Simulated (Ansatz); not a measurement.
## Electronic structure of C4H11GeN in real space

```xyz
17

C     1.3019    0.9237   -0.6654
C    -0.3816    1.6624    1.9931
C     0.1376    0.9595    3.2328
C    -1.3269    1.2688    3.1103
Ge   -0.4158    0.7294    0.2662
N    -1.7245    1.3052   -0.9185
H     2.1229    0.5304   -0.0468
H     1.2819    0.3767   -1.6197
H     1.5092    1.9849   -0.8758
H    -0.7372   -0.7558    0.5737
H    -2.6729    1.2686   -0.5462
H    -1.5711    2.2459   -1.2802
H    -0.1497    2.7327    1.9316
H     0.4515   -0.0870    3.1494
H     0.7336    1.5408    3.9432
H    -1.7427    2.0631    3.7381
H    -2.0169    0.4339    2.9440
```

Geometry: B3LYP/def2-SVP.

These are results of isolated molecule in a Gaussian basis; Kohn-Sham density functional theory, functional PBE0 (Ansatz), not measurements.

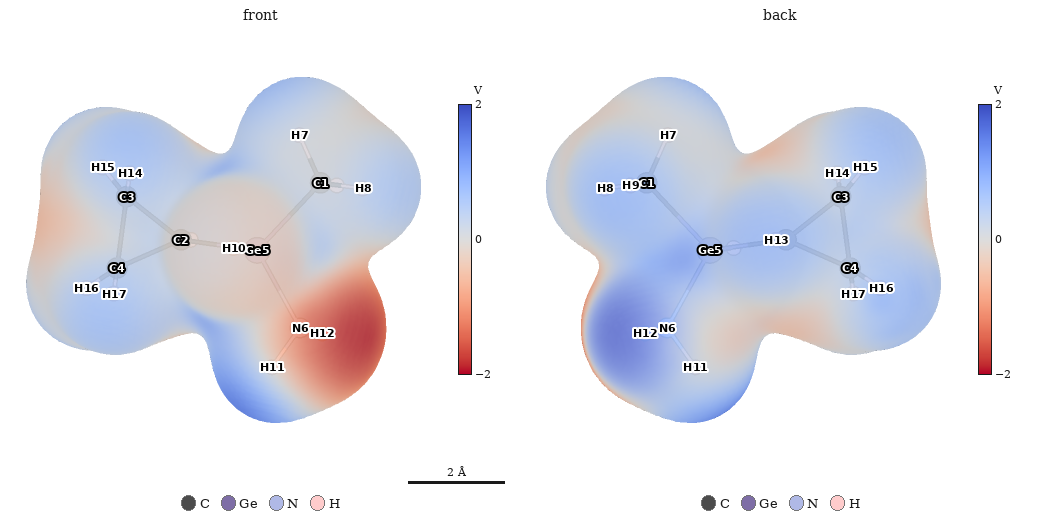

Figure 1. The molecular electrostatic potential painted on the density surface at 0.002 e/bohr³, seen from the front and from behind; the colour scale runs from red (negative) to blue (positive).

Question: Where is the surface potential most negative and most positive?

Answer: The most negative region (about −1.7 V, or −39 kcal/mol for a unit charge) lies over N6, the most positive (about +1.4 V, or +32 kcal/mol for a unit charge) over H11 and H12. N6 is the likeliest acceptor of a hydrogen bond.

Question: How polar is the molecule by this calculation?

Answer: Its dipole moment is 1.47 D.

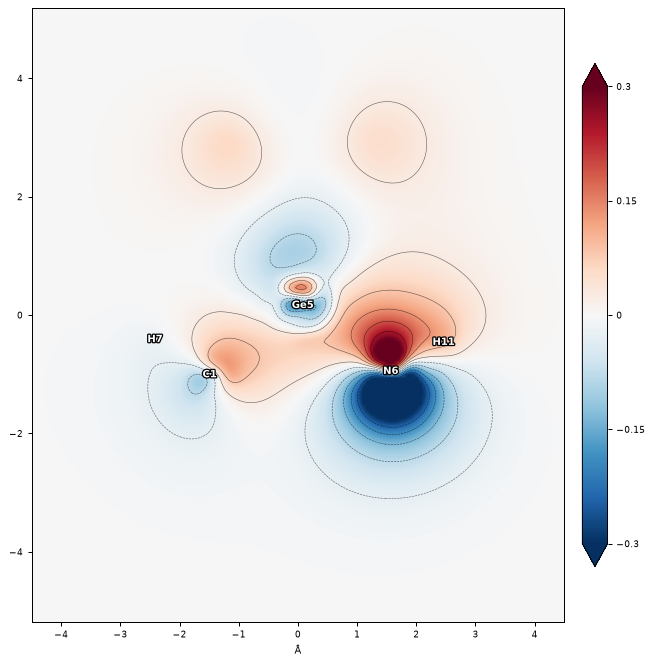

Figure 2. The HOMO on the plane of atoms C1, Ge5 and N6 (values in Å⁻³ᐟ²; the overall sign is arbitrary).

Question: Where does this orbital lie, and at what energy?

Answer: Its weight (Hirshfeld) is mainly on N6 (about 55 %), C2 (about 10 %) and Ge5 (about 10 %). Its energy is −6.95 eV.

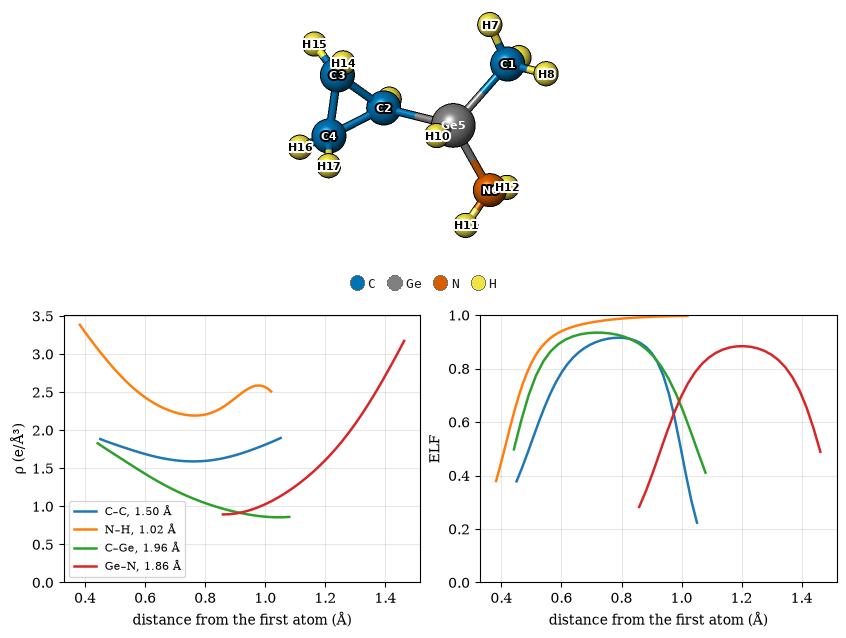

Figure 3. Total electron density and ELF along straight lines between neighbouring atoms. The curves leave out the atomic cores. The structure is drawn too.

Question: What can be read from the curves?

Answer: C–C (1.50 Å): the density is about 1.6 e/Å³ at the midpoint; the ELF peaks at about 0.90 between the atoms, as expected for a covalent bond.
N–H (1.02 Å): ρ at the midpoint is about 2.8 e/Å³; the ELF climbs to about 1 towards the hydrogen, as it does in any bond to H (an ordinary covalent bond to hydrogen).
C–Ge (1.96 Å): ρ is about 0.87 e/Å³ halfway; the ELF peaks at about 0.95 in the valence shell of C, 0.7 Å from its nucleus, and is about 0.70 at the midpoint.
Ge–N (1.86 Å): ρ is about 0.93 e/Å³ halfway; the ELF peaks at about 0.90 in the valence shell of N, 0.6 Å from its nucleus, and is about 0.50 at the midpoint.
